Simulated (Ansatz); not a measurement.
# AlH5Se: vertical and adiabatic energies of changing the electron count

The task is vertical and adiabatic energies of changing the electron count, for AlH5Se. SMILES: [AlH3-][SeH2+].

Program: Ansatz 0.2.0, driven from Python. Level of theory: CAM-B3LYP/def2-SVP. These are calculated values, not measurements.

## (1) The structure

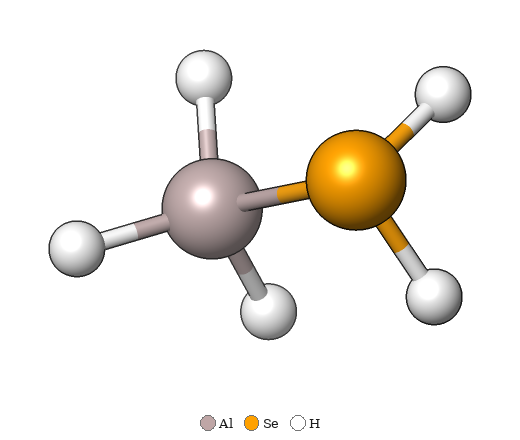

The starting structure, viewed from a chosen angle; aluminium light grey, selenium orange, hydrogen white.

No structure file is read: the coordinates are typed or built in the script.

## (2) Script

The input, alh5se_adiabatic.py:

```python
"""How AlH5Se relaxes after losing an electron."""

import itertools

import ansatz as az
from ase.data import atomic_numbers, covalent_radii
import numpy as np

molecule = (
    az.Crystal.molecule()
    .atom("Al", (-0.4861, -0.5687, -0.4375))
    .atom("Se", (1.0019, 0.1753, 1.254))
    .atom("H", (-0.482, -2.1074, -0.6378))
    .atom("H", (-1.9443, -0.1013, -0.0296))
    .atom("H", (-0.1564, 0.179, -1.8472))
    .atom("H", (1.8881, 0.8736, 0.1955))
    .atom("H", (0.24, 1.4816, 1.4569))
)

job = molecule.calculation()
job = job.basis(gaussian="def2-SVP")
job = job.functional("cam_b3lyp")
symbols = [site.symbol for site in molecule.cartesian_sites]
start = np.array([site.position_ang for site in molecule.cartesian_sites], dtype=float)
data = job.relax(force_tolerance=0.01, max_steps=100).run(threads=1, pin="off").report
end = np.array(data["positions_ang"])

minimum = az.Crystal.molecule()
for symbol, place in zip(symbols, end):
    minimum = minimum.atom(symbol, place.tolist())
ion = (
    minimum.calculation()
    .basis(gaussian="def2-SVP")
    .functional("cam_b3lyp")
    .charge(1)
    .spin("collinear", total=1)
)
vertical = ion.run(threads=1, pin="off").report
settled = ion.relax(force_tolerance=0.01, max_steps=80).run(threads=1, pin="off").report
print(f"vertical ionisation energy   {vertical['free_energy_ev'] - data['free_energy_ev']:.3f} eV")
print(f"adiabatic, no zero point     {settled['free_energy_ev'] - data['free_energy_ev']:.3f} eV")
print(f"relaxation energy of the ion {vertical['free_energy_ev'] - settled['free_energy_ev']:.3f} eV")
ionised = np.array(settled["positions_ang"])
# pairs closer than 1.2 times the sum of covalent radii, before or after
radius = [covalent_radii[atomic_numbers[s]] for s in symbols]
span = lambda where, i, j: np.linalg.norm(where[i] - where[j])
bonded = [(i, j) for i, j in itertools.combinations(range(len(symbols)), 2) if min(span(end, i, j), span(ionised, i, j)) < 1.2 * (radius[i] + radius[j])]
print("pair        before    after (A)")
for i, j in bonded:
    print(f"{symbols[i]}{i}-{symbols[j]}{j}".ljust(10), f"{span(end, i, j):8.4f} {span(ionised, i, j):8.4f}")
```

## (3) The calls as engine input

The package turns the script's settings into the engine's input (first run):

```yaml
crystal:
  periodic: [false, false, false]
  atoms:
    - { symbol: Al, position_ang: [-0.4861, -0.5687, -0.4375] }
    - { symbol: Se, position_ang: [1.0019, 0.1753, 1.254] }
    - { symbol: H, position_ang: [-0.482, -2.1074, -0.6378] }
    - { symbol: H, position_ang: [-1.9443, -0.1013, -0.0296] }
    - { symbol: H, position_ang: [-0.1564, 0.179, -1.8472] }
    - { symbol: H, position_ang: [1.8881, 0.8736, 0.1955] }
    - { symbol: H, position_ang: [0.24, 1.4816, 1.4569] }
basis:
  gaussian:
    orbitals: def2-SVP
hamiltonian:
  xc: cam_b3lyp
relax:
  f_tol: 0.01
  max_steps: 100
```

## (4) Running it

Started as:

```sh
$ python alh5se_adiabatic.py
```

The log of the run:

```text
vertical ionisation energy   10.302 eV
adiabatic, no zero point     9.246 eV
relaxation energy of the ion 1.056 eV
pair        before    after (A)
Al0-Se1      2.7108   2.5360
Al0-H2       1.5903   1.6680
Al0-H3       1.5904   1.5507
Al0-H4       1.5905   1.6667
Se1-H5       1.4696   1.4740
Se1-H6       1.4696   1.4745
```

Run time: 3.2 min. Hardware: 1 thread of Arm Neoverse V1, shared host; peak memory 0.32 GiB.

## (5) What changed from run to run

The engine's inputs for the other runs:

Run 2, against run 1:

```diff
@@ -4,7 +4,7 @@
-    - { symbol: Al, position_ang: [-0.4861, -0.5687, -0.4375] }
-    - { symbol: Se, position_ang: [1.0019, 0.1753, 1.254] }
-    - { symbol: H, position_ang: [-0.482, -2.1074, -0.6378] }
-    - { symbol: H, position_ang: [-1.9443, -0.1013, -0.0296] }
-    - { symbol: H, position_ang: [-0.1564, 0.179, -1.8472] }
-    - { symbol: H, position_ang: [1.8881, 0.8736, 0.1955] }
-    - { symbol: H, position_ang: [0.24, 1.4816, 1.4569] }
+    - { symbol: Al, position_ang: [-0.7602048146180542, -0.6059405973083416, -0.6677004156525693] }
+    - { symbol: Se, position_ang: [0.8248516346200445, 0.33758049804685947, 1.3187126627241081] }
+    - { symbol: H, position_ang: [-0.1299763244159936, -2.066071159387872, -0.6701785920243245] }
+    - { symbol: H, position_ang: [-2.1249517499434494, -0.3555058241971946, 0.10953283082649262] }
+    - { symbol: H, position_ang: [-0.33748133791467394, 0.41037622870280743, -1.8157817019162215] }
+    - { symbol: H, position_ang: [2.065304431089999, 0.4466733715192939, 0.5383131302282284] }
+    - { symbol: H, position_ang: [0.5236581611821269, 1.764987482624447, 1.1414020858142866] }
@@ -16,3 +16,4 @@
-relax:
-  f_tol: 0.01
-  max_steps: 100
+magnetization:
+  spin_polarized: true
+  initial_magnetization: 1.0
+total_charge: 1.0
```

Run 3, against run 1:

```diff
@@ -4,7 +4,7 @@
-    - { symbol: Al, position_ang: [-0.4861, -0.5687, -0.4375] }
-    - { symbol: Se, position_ang: [1.0019, 0.1753, 1.254] }
-    - { symbol: H, position_ang: [-0.482, -2.1074, -0.6378] }
-    - { symbol: H, position_ang: [-1.9443, -0.1013, -0.0296] }
-    - { symbol: H, position_ang: [-0.1564, 0.179, -1.8472] }
-    - { symbol: H, position_ang: [1.8881, 0.8736, 0.1955] }
-    - { symbol: H, position_ang: [0.24, 1.4816, 1.4569] }
+    - { symbol: Al, position_ang: [-0.7602048146180542, -0.6059405973083416, -0.6677004156525693] }
+    - { symbol: Se, position_ang: [0.8248516346200445, 0.33758049804685947, 1.3187126627241081] }
+    - { symbol: H, position_ang: [-0.1299763244159936, -2.066071159387872, -0.6701785920243245] }
+    - { symbol: H, position_ang: [-2.1249517499434494, -0.3555058241971946, 0.10953283082649262] }
+    - { symbol: H, position_ang: [-0.33748133791467394, 0.41037622870280743, -1.8157817019162215] }
+    - { symbol: H, position_ang: [2.065304431089999, 0.4466733715192939, 0.5383131302282284] }
+    - { symbol: H, position_ang: [0.5236581611821269, 1.764987482624447, 1.1414020858142866] }
@@ -15,0 +16,4 @@
+magnetization:
+  spin_polarized: true
+  initial_magnetization: 1.0
+total_charge: 1.0
@@ -18 +22 @@
-  max_steps: 100
+  max_steps: 80
```

## (6) Run by run

One row for each of the 3 runs:

```csv
run,kind of run,system,unpaired or total moment,energy (eV),<S²>,SCF cycles in all,CPU time (s)
1,relaxation,AlH5Se,not set,-72020.6398,0.00,115,44
2,single point,"AlH5Se, charge +1",1,-72010.3381,0.77,81,23
3,relaxation,"AlH5Se, charge +1",1,-72011.3940,0.76,233,130
```

Totals carry meaning only in balanced differences at one level of theory.

## (7) How the relaxation of run 1 went

The steps of the relaxation:

```
step  E - E(step 1) (eV)  largest force component (eV/Å)
   1              0.0000                          2.6332
   2             -0.6280                          0.9229
   3             -0.7066                          0.2345
   4             -0.7115                          0.1743
   5             -0.7381                          0.0367
   6             -0.7428                          0.0236
   7             -0.7328                          0.5244
   8             -0.7449                          0.0382
   9             -0.7445                          0.1634
  10             -0.7456                          0.0438
  11             -0.7455                          0.0866
  12             -0.7462                          0.0025
  13             -0.7463                          0.0229
  14             -0.7463                          0.0224
  15             -0.7463                          0.0141
  16             -0.7464                          0.0044
```

Step 1 is the start. Steps 7, 9, 11 were tried and not accepted.

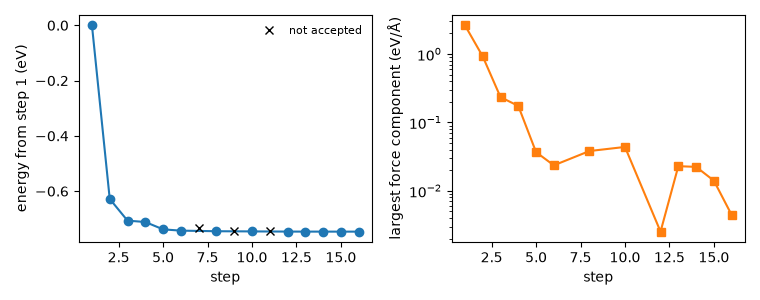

Energy and largest force along the relaxation.

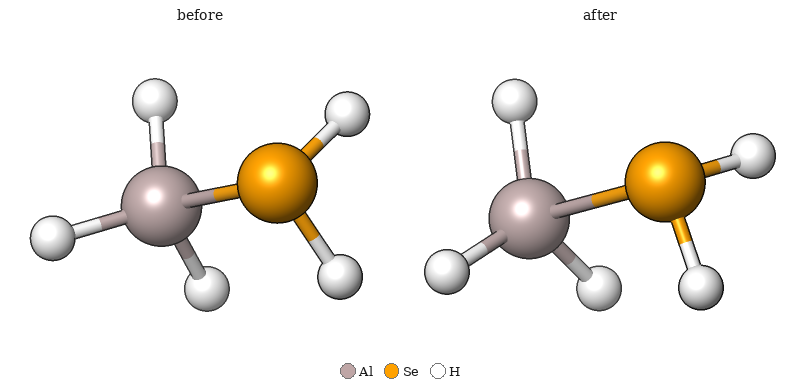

The structure before (left) and after (right) the relaxation, drawn at the same scale.

Before: Bond lengths: Al1–Se2 2.373 Å, Al1–H3 1.552 Å, Al1–H4 1.585 Å, Al1–H5 1.629 Å, Se2–H6 1.547 Å, Se2–H7 1.526 Å. Angles: Al1–Se2–H6 90.7°, Al1–Se2–H7 92.9°, H6–Se2–H7 89.5°, Se2–Al1–H3 113.7°, Se2–Al1–H4 107.5°, Se2–Al1–H5 110.2°, H3–Al1–H4 109.2°, H3–Al1–H5 110.0°, H4–Al1–H5 105.9°.

After: Bond lengths: Al1–Se2 2.711 Å, Al1–H3 1.590 Å, Al1–H4 1.590 Å, Al1–H5 1.590 Å, Se2–H6 1.470 Å, Se2–H7 1.470 Å. Angles: Al1–Se2–H6 97.5°, Al1–Se2–H7 97.5°, H6–Se2–H7 92.1°, Se2–Al1–H3 95.1°, Se2–Al1–H4 95.1°, Se2–Al1–H5 98.7°, H3–Al1–H4 119.0°, H3–Al1–H5 118.7°, H4–Al1–H5 118.7°.

## (8) How the relaxation of run 3 went

Step by step:

```csv
step,energy from step 1 (eV),largest force component (eV/Å)
1,0.0000,2.6739
2,-0.5371,1.2997
3,-0.7600,0.5306
4,-0.8024,0.1715
5,-0.8146,0.0558
6,-0.8151,0.0191
7,-0.8159,0.0427
8,-0.8179,0.0804
9,-0.8244,0.1560
10,-0.8438,0.2919
11,-0.8919,0.4671
12,-0.9677,0.5367
13,-1.0373,0.3103
14,-1.0187,0.6098
15,-1.0501,0.0752
16,-1.0534,0.0461
17,-1.0542,0.0752
18,-1.0541,0.0579
19,-1.0550,0.0296
20,-1.0555,0.0327
21,-1.0556,0.0636
22,-1.0558,0.0199
23,-1.0558,0.0134
24,-1.0559,0.0050
```

Step 1 is the start. Steps 14, 18 were tried and not accepted.

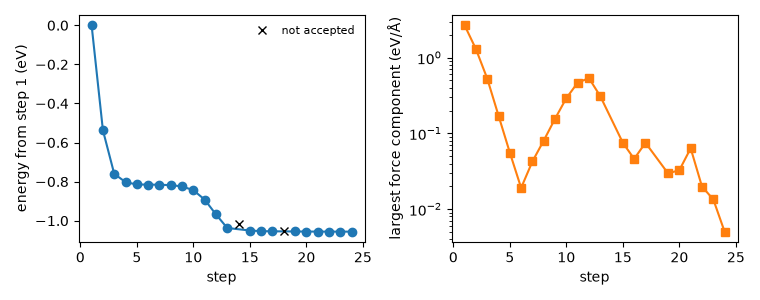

Energy and largest force along the relaxation.

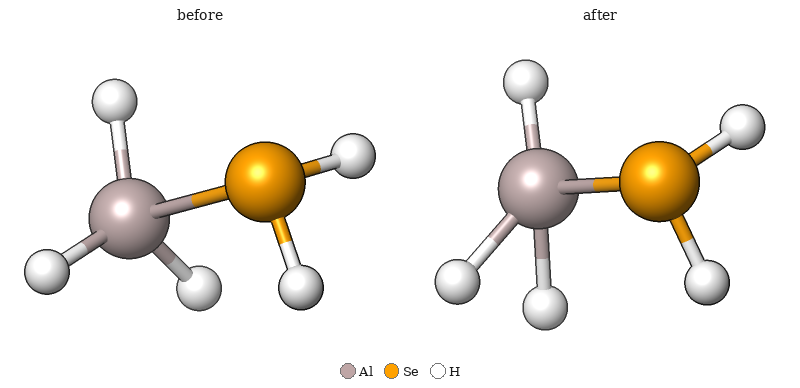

The structure before (left) and after (right) the relaxation, drawn at the same scale.

Before: Bond lengths: Al1–Se2 2.711 Å, Al1–H3 1.590 Å, Al1–H4 1.590 Å, Al1–H5 1.590 Å, Se2–H6 1.470 Å, Se2–H7 1.470 Å. Angles: Al1–Se2–H6 97.5°, Al1–Se2–H7 97.5°, H6–Se2–H7 92.1°, Se2–Al1–H3 95.1°, Se2–Al1–H4 95.1°, Se2–Al1–H5 98.7°, H3–Al1–H4 119.0°, H3–Al1–H5 118.7°, H4–Al1–H5 118.7°.

After: Bond lengths: Al1–Se2 2.536 Å, Al1–H3 1.668 Å, Al1–H4 1.551 Å, Al1–H5 1.667 Å, Se2–H6 1.474 Å, Se2–H7 1.474 Å. Angles: Al1–Se2–H6 97.5°, Al1–Se2–H7 96.3°, H6–Se2–H7 93.6°, Se2–Al1–H3 103.3°, Se2–Al1–H4 111.6°, Se2–Al1–H5 106.0°, H3–Al1–H4 133.9°, H3–Al1–H5 55.8°, H4–Al1–H5 133.9°.

## (9) Results

```
                                  quantity      value
                vertical ionisation energy  10.302 eV
adiabatic ionisation energy, no zero point   9.246 eV
                             runs compared          3
```

The ionisation energy is a difference of two total energies at the neutral geometry; letting the ion relax lowers it by 1.06 eV. The dearest, run 3, took some 5.6 times as long as run 2. Run 1: The relaxation took 12 moves; the largest shift is 0.575 Å, of atom 6 (H). Run 3: After 21 moves the largest shift is 0.854 Å, of atom 5 (H). So large a move can change the bonding: the results belong to the relaxed structure. The energies are electronic: no zero-point or thermal terms, and the basis set is short of its limit. The product may relax into another structure. The relaxation finds the nearest minimum, so the adiabatic value is an upper bound.
